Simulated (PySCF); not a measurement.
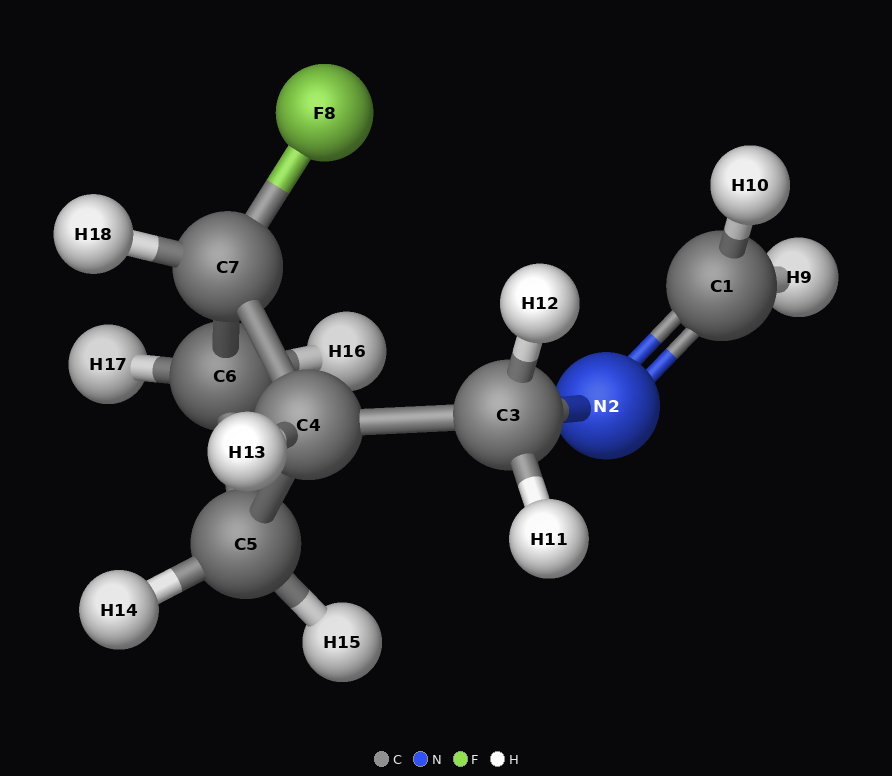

The computed structure is the end point of a PBE0-D3(BJ)/def2-SVP optimisation. No frequency run is at hand to confirm it as a minimum. Properties computed with B3LYP/pcJ-1 indirect spin-spin coupling, non-relativistic, gas phase (PySCF 2.14.0). Isotopes: 13C, 19F, 1H, 15N.

Give the spin–spin coupling constants of these pairs, with the number of bonds between them: C1/N2, C6/F8, N2/H13, C3/F8, F8/H16, F8/H17.

```json
{"pair": "C1, N2", "bonds apart": "1", "J (Hz)": "−7.2"}
{"pair": "C6, F8", "bonds apart": "2", "J (Hz)": "20.4"}
{"pair": "N2, H13", "bonds apart": "3", "J (Hz)": "−5.0"}
{"pair": "C3, F8", "bonds apart": "3", "J (Hz)": "7.0"}
{"pair": "F8, H16", "bonds apart": "3", "J (Hz)": "22.5"}
{"pair": "F8, H17", "bonds apart": "3", "J (Hz)": "4.0"}
```

Density functionals are unreliable for couplings to fluorine, so those rows may be far off.
